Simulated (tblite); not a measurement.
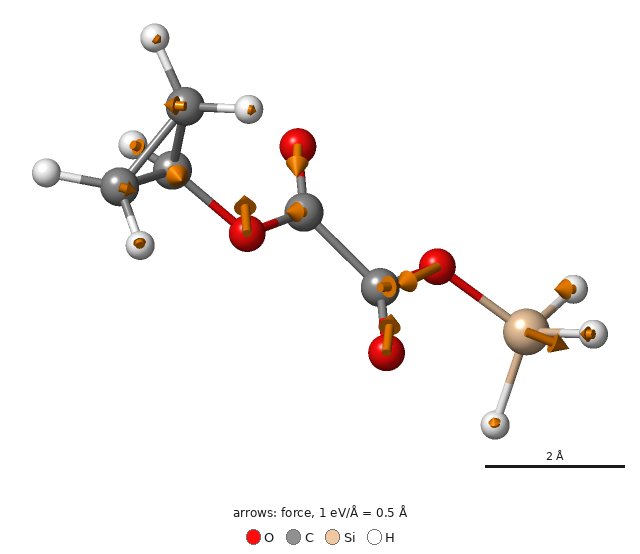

Starting geometry of C5H8O4Si with the computed forces as orange arrows. Style: ball-and-stick. Shown from a free direction.

The calculation used GFN2-xTB geometry optimisation, gas phase (tblite). 

### What follows when this structure is relaxed?

It isn't relaxed: the largest force vector, on an O atom, is 2.06 eV/Å. The final displacements have little in common with the starting forces (cosine between the two patterns 0.19). The atom that moves furthest after the best rigid fit is an O atom (0.84 Å). Largest moves by element: O 0.84 Å, H 0.47 Å, C 0.29 Å, Si 0.04 Å. Some distances before and after: C–O 1.366 → 1.307 Å, H–Si 1.493 → 1.454 Å, O–Si 1.644 → 1.673 Å, C–O 1.438 → 1.414 Å. Bond angles that change, for instance: O–Si–H 108.0° → 97.5°, H–Si–H 108.3° → 115.0°, H–Si–H 107.9° → 114.4°. Groups turn about C–O by about 45°, C–C by about 25°. After 103 geometry steps the energy has fallen by 6.69 kcal/mol. Cost: 0.67 s on 1 thread of Arm Neoverse V2, with other jobs on the host.
